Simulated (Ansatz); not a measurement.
**H$_{8}$N$_{2}$Si$_{2}$ (SMILES NN([SiH3])[SiH3]): density, localisation and related maps**

| atom | x (Å) | y (Å) | z (Å) |
| --- | --- | --- | --- |
| N | -1.4214 | 0.6036 | -0.4110 |
| N | -0.2325 | -0.0659 | -0.0544 |
| Si | -0.1729 | -0.3385 | 1.6665 |
| Si | 0.8878 | -0.4789 | -1.3217 |
| H | -1.9893 | 0.0381 | -1.0620 |
| H | -1.2199 | 1.5127 | -0.8571 |
| H | 1.1248 | -1.0532 | 1.9517 |
| H | -1.3283 | -1.1894 | 2.1293 |
| H | -0.2105 | 0.9610 | 2.4299 |
| H | 1.3273 | 0.7679 | -2.0566 |
| H | 0.2181 | -1.3700 | -2.3442 |
| H | 2.0781 | -1.1775 | -0.7228 |

Theory: RKS LDA/def2-SVP (Ansatz).

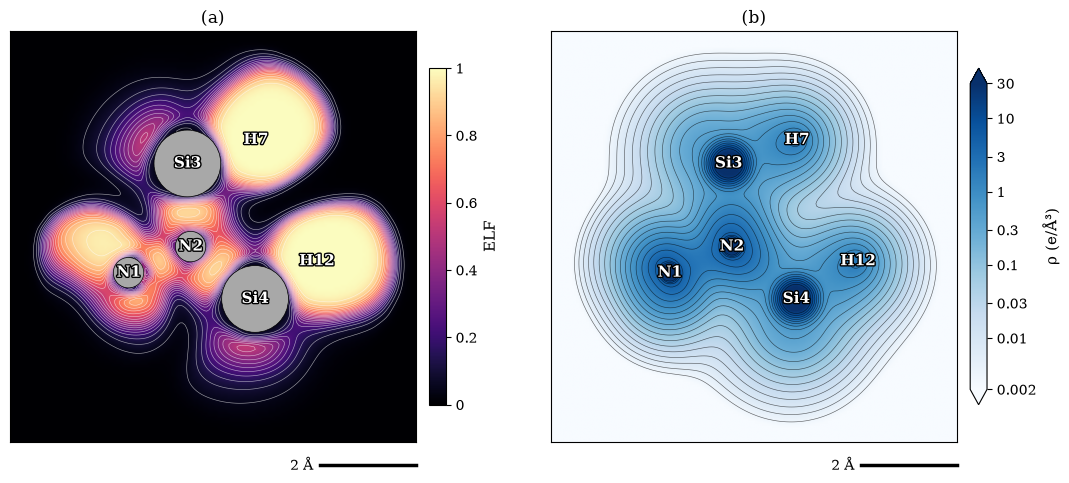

Figure 1. (a) ELF; (b) electron density on the plane of atoms N1, N2 and Si4. Grey discs cover the atomic cores in the ELF map.

> Read the bonding off the picture.

The section cuts through N, Si and H sites.
N–N (1.41 Å): the density is about 2.1 e/Å³ at the midpoint; the ELF peaks at about 0.90 between the atoms (a shared electron pair).
Si–N (1.74 Å): the density is about 1.1 e/Å³ at the midpoint; the ELF peaks at about 0.90 between the atoms; a polar covalent bond.
Si–H (1.50 Å): ρ at the midpoint is about 0.75 e/Å³; the ELF climbs to about 1 towards the hydrogen, as it does in any bond to H.
The ELF also peaks beside N1, away from the bonds: lone-pair regions.

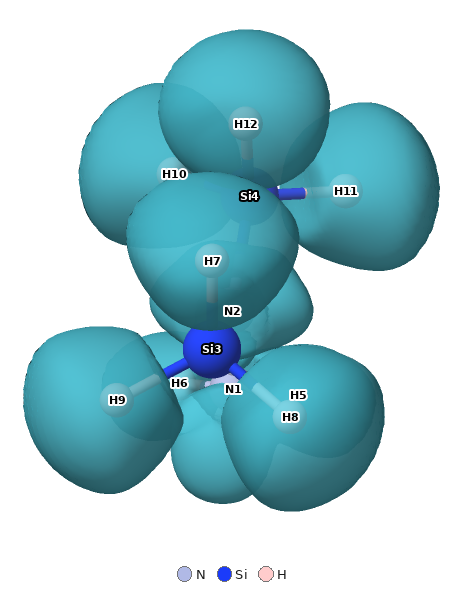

Figure 2. Isosurface of the ELF at 0.75 (cyan), seen at an oblique angle. Only the valence region is drawn (cores and ρ < 0.01 e/Å³ removed).

> Where are the electrons localised?

The surface consists of one region between bonded N–N atoms (shared pairs), six regions around hydrogen nuclei, one region on N in which the atom's valence shell and bonds are merged and one joined region spread over several atoms (H, N), in which their bonds and any lone pairs are merged.

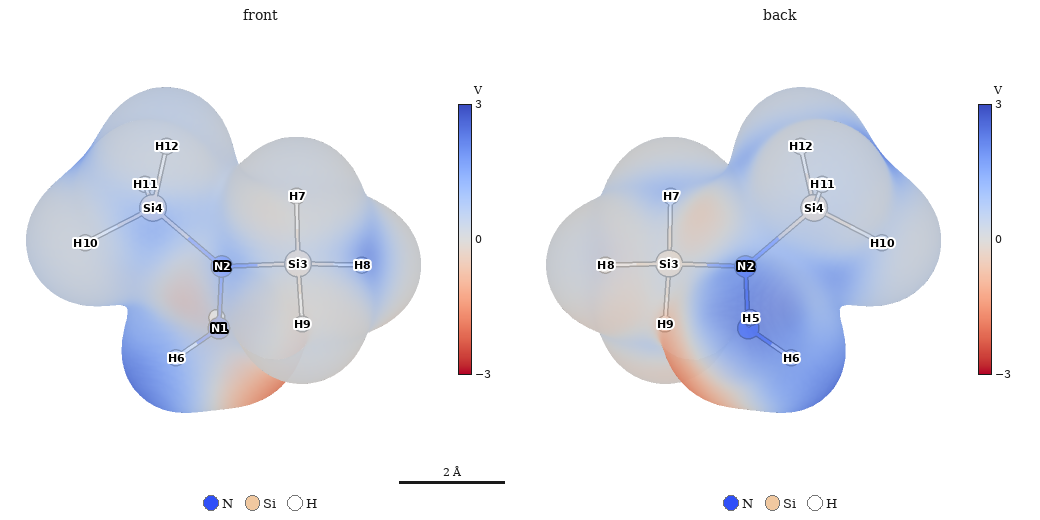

Figure 3. The electrostatic potential painted on the density surface at 0.004 e/bohr³, seen from the front and from behind; red is negative and blue positive.

> Where is the surface potential most negative and most positive?

The most negative region (about −1.5 V) lies over N1, the most positive (about +2.2 V) over H5 and H6. N1 is the likeliest acceptor of a hydrogen bond.
